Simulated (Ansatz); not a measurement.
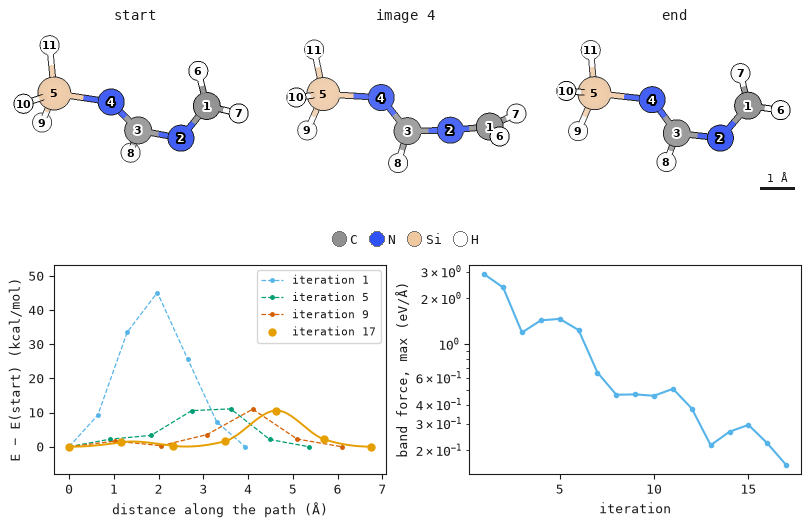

A nudged-elastic-band calculation for C$_{2}$H$_{6}$N$_{2}$Si. Images are numbered from 0 (start) to 6 (end). The plot follows the band through its iterations. Style: ball-and-stick. Shown at a tilt.

Level of theory: RKS PBE0-D4/6-31G in Ansatz. Settings: 5 movable images; climbing image; force threshold 0.2 eV/Å; iteration limit 60; starting path by image-dependent pair potential.

Question: How did the profile develop, and is the result final?

Answer: The run is converged, with reservations. The band converged in 17 iterations. The largest component of the band force went from 2.9 to 0.16 eV/Å. The climbing image converged on the top of the path. Its curvatures weren't checked. The force threshold is loose. The first iteration put the highest image at 45.2 kcal/mol. The barrier is about 10.6 kcal/mol in both directions, with image 4 at the top; the ends have the same energy. The profile has 2 maxima (images 1, 4) with a dip at image 2 (+0.3 kcal/mol), so the process runs in steps.
